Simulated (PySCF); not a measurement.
Ionisation energy of Ir⁺ ([Xe] 4f¹⁴ (5d₃/₂)⁴ (5d₅/₂)³ 6s₁/₂ → [Xe] 4f¹⁴ (5d₃/₂)⁴ (5d₅/₂)³). PySCF, x2c-TZVPall-2c, two-component X2C-1e. 60 core electrons frozen.

By method:

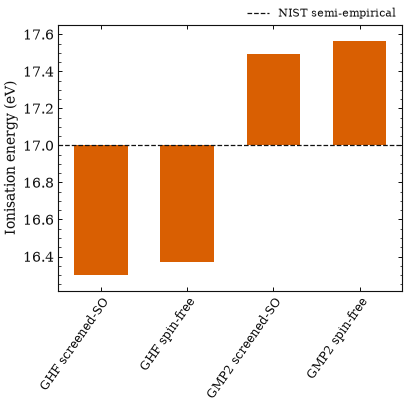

| Method | Ionisation energy (eV) |
| --- | --- |
| GHF spin-free | 16.37 |
| GMP2 spin-free | 17.56 |
| GHF screened-SO | 16.30 |
| GMP2 screened-SO | 17.49 |

The values run from 16.30 eV (GHF screened-SO) to 17.56 eV (GMP2 spin-free). The NIST semi-empirical value is 17.00 ± 0.3 eV; nearest to it come GMP2 screened-SO (+0.49) and GMP2 spin-free (+0.56), furthest GHF screened-SO (−0.70 eV).
